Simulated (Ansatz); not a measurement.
## Electronic structure of F3HMoO2 (SMILES [O]=[Mo]([OH])([F])([F])[F]) in real space

```xyz
7

O    -1.3752   -0.6276    0.8349
Mo   -0.2737    0.1705   -0.0865
O     1.3863   -0.6015    0.1570
F    -0.4209   -0.7340   -1.6929
F    -1.0660    1.5437   -1.0339
F     0.2328    1.5367    1.0522
H     1.5780   -1.3556    0.7235
```

Geometry: PBE0-D4/def2-TZVP; core potentials replace the inner electrons of Mo.

Level of theory: isolated molecule in a Gaussian basis; Hartree-Fock (Ansatz).

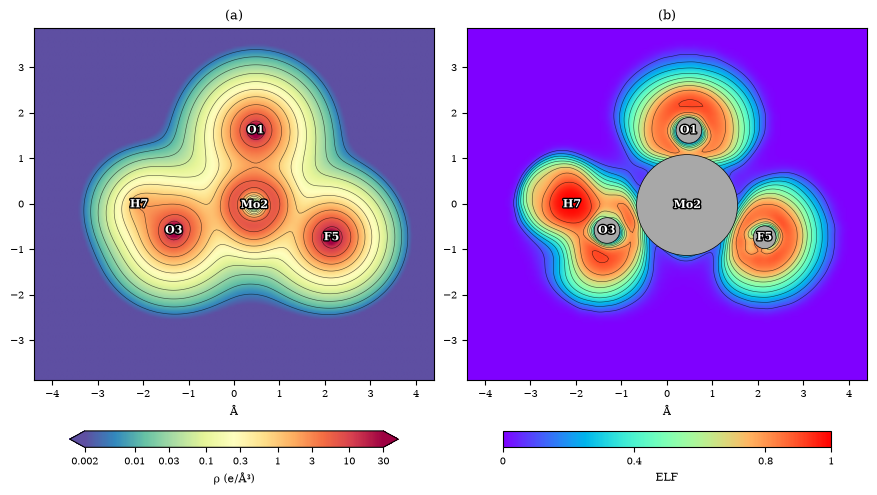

Figure 1. (a) electron density; (b) electron localisation function on the plane of atoms Mo2, O3 and H7. Grey discs cover the atomic cores in the ELF map.

Interpret the plot.

Atoms in the plane: O, Mo, F and H. Mo–O (1.64 Å): the density is about 2.2 e/Å³ at the midpoint; the ELF peaks at about 0.75 in the valence shell of O, 0.5 Å from its nucleus, and drops to about 0.45 between the two atoms. Mo–F (1.85 Å): ρ is about 1.1 e/Å³ halfway; the ELF peaks at about 0.85 in the valence shell of F, 0.5 Å from its nucleus, and drops to about 0.25 between the two atoms. O–H (0.96 Å): ρ is about 3.7 e/Å³ halfway; the ELF climbs to about 1 towards the hydrogen, as it does in any bond to H (a covalent bond by its length). Mo–O (1.85 Å): ρ is about 1.2 e/Å³ halfway; the ELF peaks at about 0.85 in the valence shell of O, 0.5 Å from its nucleus, and drops to about 0.30 between the two atoms.

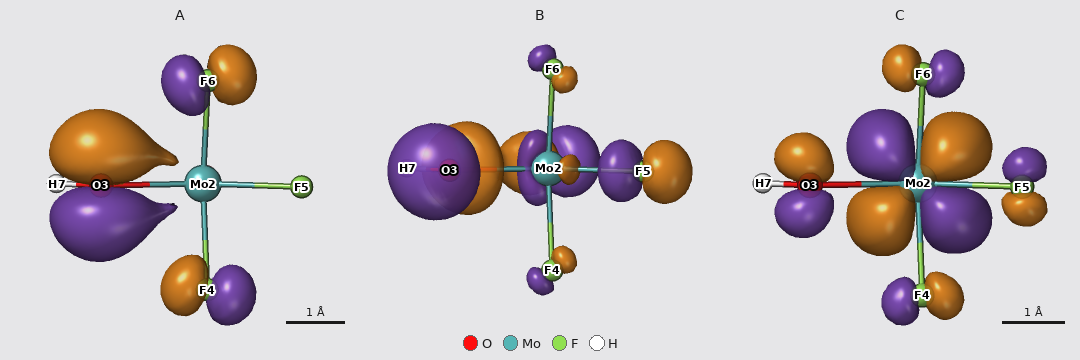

Figure 2. Three frontier orbitals at ±0.15 Å⁻³ᐟ² (orange and purple are the two phases), in no order.

Order the three orbitals by energy and name them.

B is the HOMO−1 (−16.18 eV). It lies mainly on O3 (about 55 %), O1 (about 15 %), F5 (about 15 %) and Mo2 (about 10 %); largely a combination of lone pairs on O3, O1 and F5. A is the HOMO (−15.61 eV). Its weight (Hirshfeld) is mainly on O3 (about 65 %), F4 (about 10 %) and F6 (about 10 %); largely a lone pair of O3. C is the LUMO (−1.24 eV). Its weight (Hirshfeld) is mainly on Mo2 (about 75 %) and O3 (about 10 %).

What is the HOMO–LUMO gap?

14.37 eV between the orbital energies.

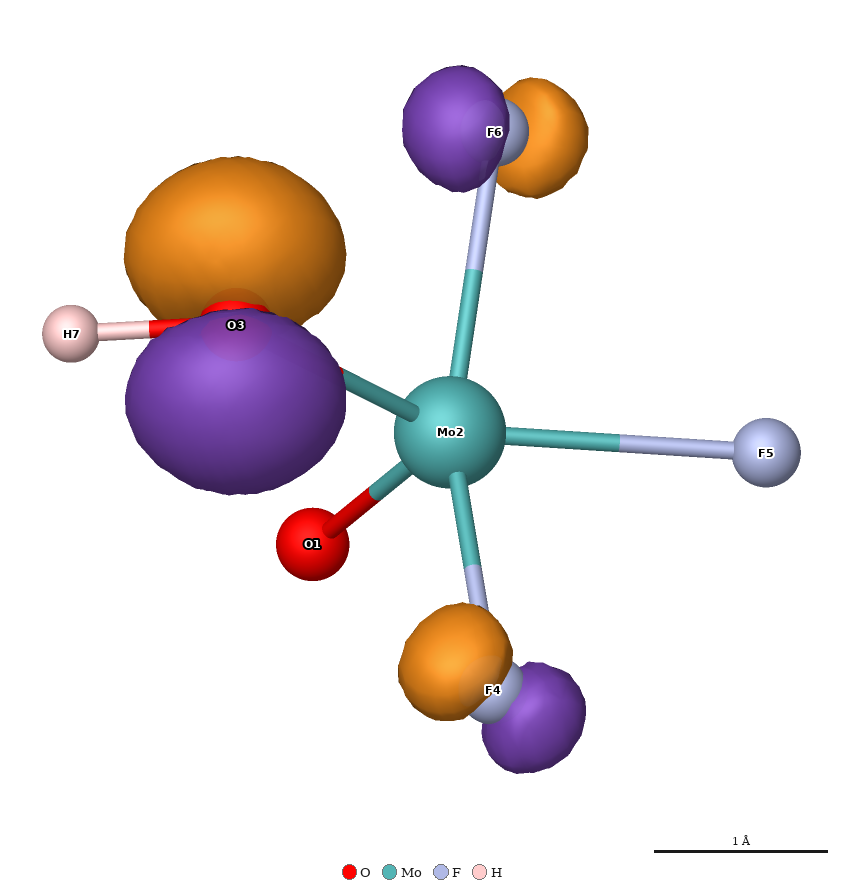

Figure 3. One frontier orbital at ±0.3 Å⁻³ᐟ² (orange and purple are the two phases), seen at a tilt.

Which orbital is it: HOMO or LUMO?

The HOMO, at −15.61 eV. It lies mainly on O3 (about 65 %), F4 (about 10 %) and F6 (about 10 %); largely a lone pair of O3.
